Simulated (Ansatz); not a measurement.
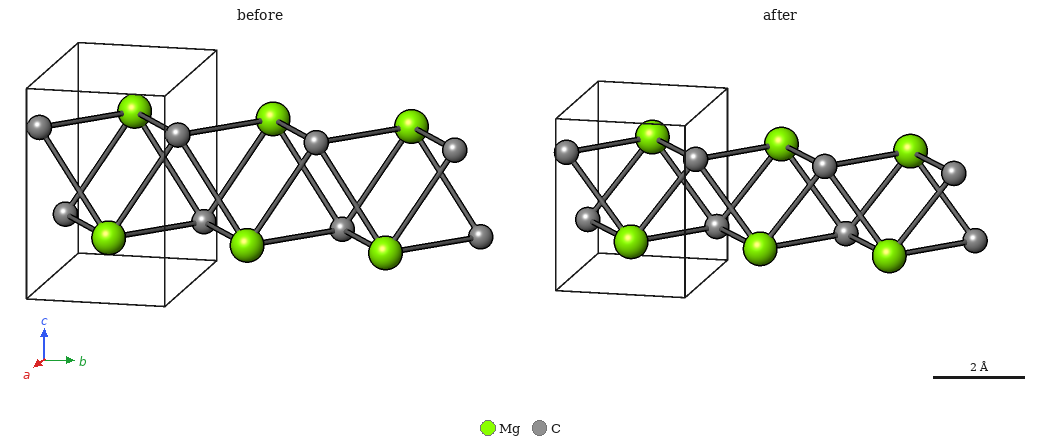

The structure of solid MgC (a generated structure, set up in Pmma) (coarse preliminary run) before (left) and after (right) a relaxation, at one scale.

A ball-and-stick model of the cell of the calculation, repeated 1 × 3 × 1 with one cell outlined, seen slightly off an axis.

Method: DFT PBE, scalar-relativistic, plane waves, PAW (Ansatz 0.2.0).

Input file:
```yaml
crystal:
  lattice:
    - [4.73561528, 0.0, 0.0]
    - [0.0, 3.13820708, 0.0]
    - [0.0, 0.0, 4.74649358]
  atoms:
    - { symbol: Mg, position: [0.75, 0.5, 0.254111] }
    - { symbol: Mg, position: [0.25, 0.5, 0.745889] }
    - { symbol: C, position: [0.25, 0.0, 0.239532] }
    - { symbol: C, position: [0.75, 0.0, 0.760468] }
basis:
  ecutwfc: 420
kpoints:
  mp_grid: { grid: [4, 6, 4] }
hamiltonian:
  xc: pbe
scf:
  occupations: { method: gaussian, width: 0.1 }
  lower_state_search: "off"
output:
  forces: true
  stress: true
  eigenvalues: true
relax:
  adjacent_minimum: "off"
  f_tol: 0.04
  max_steps: 70
  cell: { stress_tol: 0.4 }
```

Run as
```bash
ansatz run input.yaml --threads 1 --pin off --max-ram 2048MiB --backend cpu --events-out ev --progress --plain --runs-dir out
```

Q: Summarise the run.

A: The energy falls by 636 meV per atom in 10 accepted moves (14 points after the start). The largest force component goes from 0.13 to 0.00094 eV/Å. Pressure: −19.57 GPa at the start and −0.19 GPa at the end. The line search rejected the trial steps at points 9, 10, 12 of the run. At 1 point the geometry stayed and the basis and grid were re-selected for the new cell (energy shift of 1.6 meV per atom at most each time). The largest moves relative to the cell, 0.040 Å, are those of C3 and C4. C4 goes along −c. Largest moves by element: C 0.040 Å, Mg 0.016 Å. The drawn cell changes as follows: a 4.736 → 3.876 Å (−18.2 %), b 3.138 → 2.927 Å (−6.7 %), c 4.746 → 3.877 Å (−18.3 %); the volume changes by −37.7 %. Near-neighbour distances that change, for instance: Mg1–Mg2 3.380 → 2.741 Å, Mg1–Mg2 (another image) 3.325 → 2.741 Å, Mg1–C4 2.870 → 2.429 Å, Mg1–C3 2.841 → 2.428 Å. The space group (tolerance 0.01 Å) goes from Pmma (No. 51) to P4/mmm (No. 123). Cost: 35 s on 1 thread of Intel(R) Xeon(R) Platinum 8259CL CPU @ 2.50GHz (Skylake/Cascade Lake) (shared host), peak memory 0.41 GiB.
